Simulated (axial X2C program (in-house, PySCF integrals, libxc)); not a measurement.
# SeSH: bond lengths and stretches, held linear

Aim: the two bond lengths and stretching wavenumbers of linear SeSH, with and without spin–orbit coupling, at PBE0, r2SCAN.

Method: all-electron X2C, two-component (2c) or spin-free, Se dyall-v3z, S dyall-av3z, H dyall-v3z; program: an in-house X2C program for linear molecules on PySCF integrals.

All values are calculated.

2 further runs of the same task are left out: 2 set aside as unsound or not needed.

## (1) The job

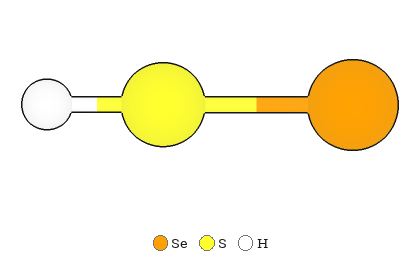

The atoms on one line, bonds 2.190 and 1.340 Å (selenium orange, sulfur yellow, hydrogen white).

task.json

```json
{"zs": [34, 16, 1], "q": 0, "bas": ["dyall-v3z", "dyall-av3z", "dyall-v3z"], "r0": [2.19, 1.34], "symm": 0, "scan": ["PBE0", "HF", "r2SCAN"], "levels": ["PBE0", "HF", "LDA"], "nst": 2}
```

Keys: zs atomic numbers; q charge; bas basis sets; r0 starting distance in Å; symm equal bonds; scan levels of the two-bond scan; levels methods; nst determinants followed.

Command:

```bash
$ python solin.py task.json out
```

Masses Se 79.917, S 31.972, H 1.008 u.

## (2) Scan at PBE0, 2c

State: Ω = 3/2 (beyond evenly filled blocks: ω = 3/2). Energies above the lowest point, from the job's result record:

| r(Se–S) (Å) | r(S–H) (Å) | E (meV) |
| --- | --- | --- |
| 2.2191 | 1.3796 | 28.42 |
| 2.2191 | 1.4150 | 10.95 |
| 2.2191 | 1.4504 | 11.53 |
| 2.2760 | 1.3796 | 8.85 |
| 2.2760 | 1.4150 | 0.00 |
| 2.2760 | 1.4504 | 9.99 |
| 2.2760 | 1.4858 | 34.56 |
| 2.3329 | 1.3796 | 13.61 |
| 2.3329 | 1.4150 | 12.49 |
| 2.3329 | 1.4504 | 30.87 |
| 2.3898 | 1.4150 | 42.36 |
| 2.3898 | 1.4858 | 109.55 |

A quadratic surface with cubic terms in each bond gives the minimum at 2.271 and 1.415 Å, force constants 1.18, 2.39 and coupling 0.66 mdyn/Å.

## (3) Scan at r2SCAN, 2c

State: Ω = 3/2 (beyond evenly filled blocks: ω = 3/2). Energies above the lowest point, from the job's result record:

| r(Se–S) (Å) | r(S–H) (Å) | E (meV) |
| --- | --- | --- |
| 2.2191 | 1.3796 | 39.90 |
| 2.2191 | 1.4150 | 14.87 |
| 2.2191 | 1.4504 | 7.84 |
| 2.2760 | 1.3796 | 15.63 |
| 2.2760 | 1.4150 | 0.00 |
| 2.2760 | 1.4504 | 2.82 |
| 2.2760 | 1.4858 | 19.88 |
| 2.3329 | 1.3796 | 16.46 |
| 2.3329 | 1.4150 | 9.14 |
| 2.3329 | 1.4504 | 20.77 |
| 2.3898 | 1.4150 | 36.14 |
| 2.3898 | 1.4858 | 90.02 |

A quadratic surface with cubic terms in each bond gives the minimum at 2.272 and 1.429 Å, force constants 1.2, 2.16 and coupling 0.70 mdyn/Å.

## (4) Scan at PBE0, spin-free

State: M_S = 3/2, Λ = 0 (beyond evenly filled blocks: σα, π+α, π-α). Energies above the lowest point, from the job's result record:

| r(Se–S) (Å) | r(S–H) (Å) | E (meV) |
| --- | --- | --- |
| 2.2191 | 1.3796 | 31.51 |
| 2.2191 | 1.4150 | 11.65 |
| 2.2191 | 1.4504 | 10.25 |
| 2.2760 | 1.3796 | 10.30 |
| 2.2760 | 1.4150 | 0.00 |
| 2.2760 | 1.4504 | 8.70 |
| 2.2760 | 1.4858 | 32.14 |
| 2.3329 | 1.3796 | 14.08 |
| 2.3329 | 1.4150 | 12.10 |
| 2.3329 | 1.4504 | 29.68 |
| 2.3898 | 1.4150 | 41.94 |
| 2.3898 | 1.4858 | 108.23 |

A quadratic surface with cubic terms in each bond gives the minimum at 2.271 and 1.418 Å, force constants 1.19, 2.36 and coupling 0.70 mdyn/Å.

## (5) Comparison

| level | r(Se–S) (Å) | r(S–H) (Å) | lower stretch (cm⁻¹) | upper stretch (cm⁻¹) |
| --- | --- | --- | --- | --- |
| PBE0, 2c | 2.271 | 1.415 | 270.9 | 2023.3 |
| r2SCAN, 2c | 2.272 | 1.429 | 268.5 | 1920.4 |
| PBE0, spin-free | 2.271 | 1.418 | 269.3 | 2012.2 |
| r2SCAN, spin-free | 2.269 | 1.430 | 268.7 | 1911.5 |

Scans not shown above were run alike.

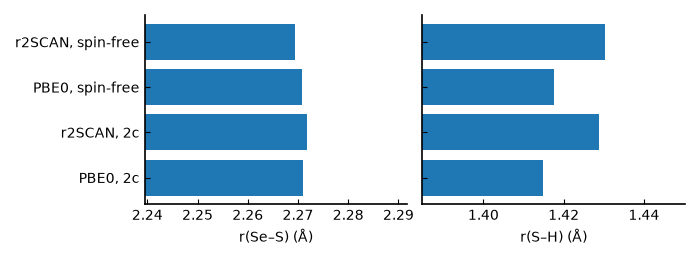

The two bond lengths by level.

What this shows: Over the levels the Se–S bond spans 2.269 to 2.272 Å and the S–H bond 1.415 to 1.430 Å. At PBE0 going from spin-free to two-component moves the bonds by +0.000 and -0.003 Å. Each state is one determinant, the lowest of a limited PBE0 search; the stretches come from a fit to few points and are good to some per cent at best. The molecule was held linear; bending was not examined, so a bent shape may lie lower. Note: several unpaired electrons, one determinant need not be a pure state.
